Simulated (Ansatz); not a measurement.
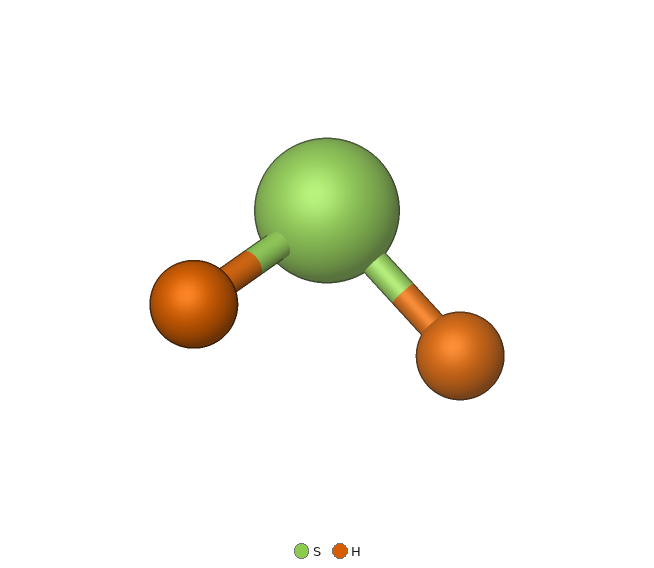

Every bond is drawn as one stick, whatever its order.

The computed structure is the end point of a PBE0-D4/def2-TZVP optimisation.

**Count the atoms of each element.**

H₂S, 3 atoms: 2 hydrogen and 1 sulfur.

**How many bonds of each kind are drawn?**

2 S–H. Sticks follow a distance rule.

**Give the symmetry (Schoenflies symbol).**

C2v.

More results for the same structure follow; atom numbers are the same in all pictures, views and colours differ.

Shape

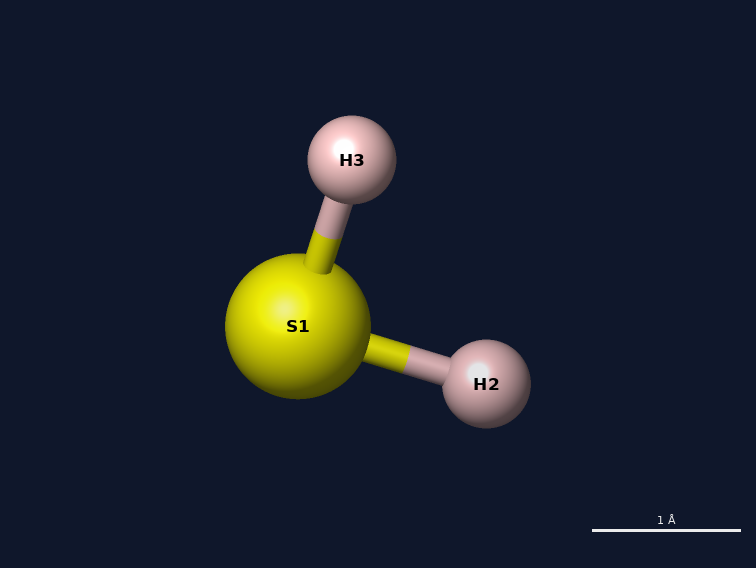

Give the bond lengths.

```tsv
bond	length (Å)
S1–H2	1.341
S1–H3	1.341
```

Dipole moment

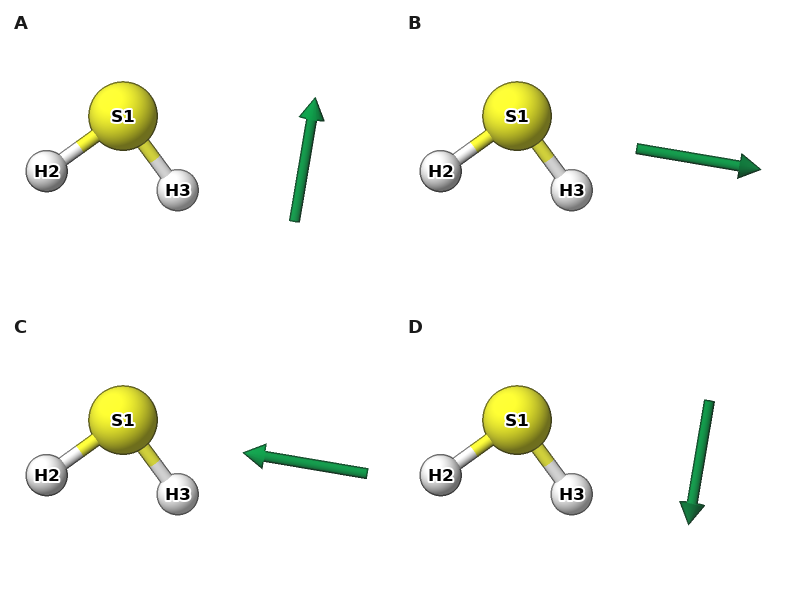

The same molecule four times, each with an arrow. Level of theory: RKS PBE0-D4/def2-TZVP (Ansatz 0.2.0).

**Which arrow points along the dipole moment, from the negative to the positive end?**

D. The dipole moment is 1.16 D; it points from the side of S1 to the side of H2, H3 (the outermost atoms at the two ends).

Electronic properties

Method: RKS PBE0-D4/def2-TZVPP (Ansatz 0.2.0).

**What is the HOMO–LUMO gap?**

8.09 eV.

**What is the HOMO energy (Kohn–Sham orbital)?**

−7.49 eV.

Charges

The questions are on Mulliken charges. Method: RKS PBE0-D4/def2-TZVP (Ansatz 0.2.0).

Give the Mulliken charges atom by atom.

```json
{"atom": "S1", "value (e)": "−0.35"}
{"atom": "H2", "value (e)": "0.17"}
{"atom": "H3", "value (e)": "0.17"}
```

Mulliken values depend strongly on the basis set and can even reverse the polarity of a bond.
